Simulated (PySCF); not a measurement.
Ge(Me)(NH2)3, SMILES [CH3][Ge]([NH2])([NH2])[NH2] (CH9GeN3) at its PBE0/def2-SVP optimised geometry (Å):

```
14

C      1.5281    -0.6745     0.0000
Ge    -0.4124    -0.6745     0.0000
N     -0.9480     1.0881     0.0000
N     -1.1514    -1.3998    -1.5007
N     -0.9483    -1.7696     1.3811
H      1.9336    -0.2350     0.9241
H      1.9005    -0.0937    -0.8559
H      1.9004    -1.7051    -0.0893
H     -1.9336     1.2500     0.1891
H     -0.4009     1.7051     0.5945
H     -1.6564    -0.7629    -2.1068
H     -1.6567    -2.2702    -1.3782
H     -0.4009    -1.6882     2.2337
H     -1.9339    -1.7218     1.6256
```

Computed with PBE0/def2-TZVP in PySCF. Cells within 0.4 Å of a nucleus heavier than hydrogen are left out (blank, or x).

Map of the log10 of the electron density (e/bohr³), floored at −4 on the plane z = 0.0 Å:

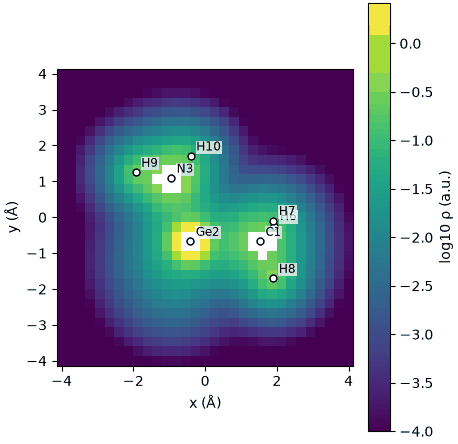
Fig. 1. Log10 of the electron density (e/bohr³), floored at −4 on the plane z = 0.0 Å.
